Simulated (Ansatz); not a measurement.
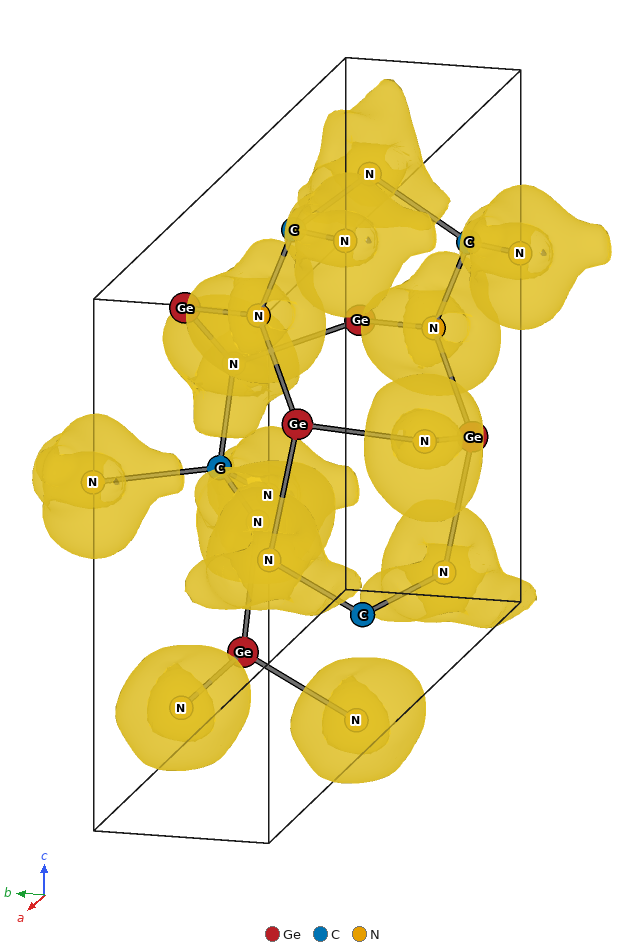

Figure 1: Ge3C3N8. Isosurface of the electron localisation function at 0.7 (yellow), seen at an oblique angle. Core shells and regions of very low density are left out. Sticks mark near contacts.

Space group Pm; a structure from a database of computed crystals, not necessarily the ambient phase; started from the beta-nitride host prototype, which need not be the ambient phase.

Method: DFT, PBE, plane waves, PAW (Ansatz).

In a PAW calculation such maps are meaningful between the atoms, not at the nuclei.

What do the ELF domains correspond to?

Answer. The ELF exceeds this value in five regions on N in which the atom's valence shell and bonds are merged and three regions wrapped around N (the valence shell of each), counted in one cell of 14 atoms. Regions shared between cells count once. Profiles from the grid: C–N (1.29 Å): the ELF peaks at about 0.90 between the atoms (inside overlapping PAW spheres, so only a guide), as expected for localised, covalent bonding. Ge–N (1.77 Å): the ELF peaks at about 0.85 in the valence shell of N, 0.6 Å from its nucleus, and is about 0.65 at the midpoint.
